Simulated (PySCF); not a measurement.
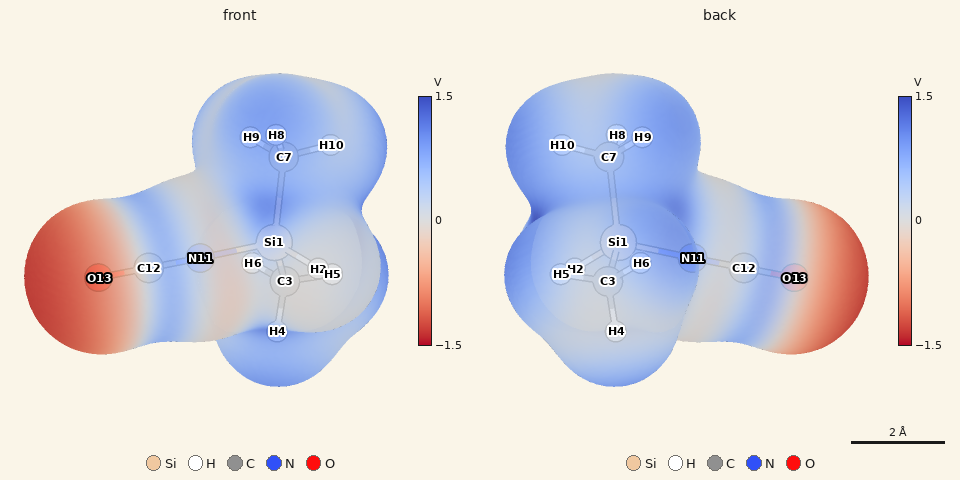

*C$_{3}$H$_{7}$NOSi (SiHMe2(NCO)). The molecular electrostatic potential painted on the density surface at 0.002 e/bohr³, seen from the front and from behind; the colour scale runs from red (negative) to blue (positive).*

Geometry: PBE0-D3(BJ)/def2-SVP.

Method: PBE0/pcSseg-1, SCF density, gas phase, non-relativistic in PySCF 2.14.0.

Input

```
{"job": {"kind": "nmr", "xc": "PBE0", "basis": "pcSseg-1"}, "charge": 0, "multiplicity": 1}
Si     0.012953     0.008028     0.555156
H     -0.040363    -0.110301     2.043375
C      1.787326     0.072332    -0.027573
H      2.334352    -0.831213     0.281565
H      2.304111     0.947928     0.396049
H      1.833796     0.143344    -1.125338
C     -0.973545     1.488948    -0.015906
H     -2.020388     1.415584     0.315473
H     -0.965886     1.559319    -1.114659
H     -0.549254     2.420066     0.391633
N     -0.722516    -1.421851    -0.095248
C     -1.234970    -2.395527    -0.561846
O     -1.734986    -3.348759    -1.020472
```

Command:

```sh
OMP_NUM_THREADS=1 python probes_run.py task.json out
```

> Which sites attract a positive test charge, and which a negative one?

A positive charge is drawn to the negative regions and a negative charge to the positive ones. The most negative region (about −1.3 V) lies over O13, the most positive (about +1.4 V) over Si1. O13 is the likeliest acceptor of a hydrogen bond.

> How polar is the molecule by this calculation?

Its dipole moment is 2.99 D.
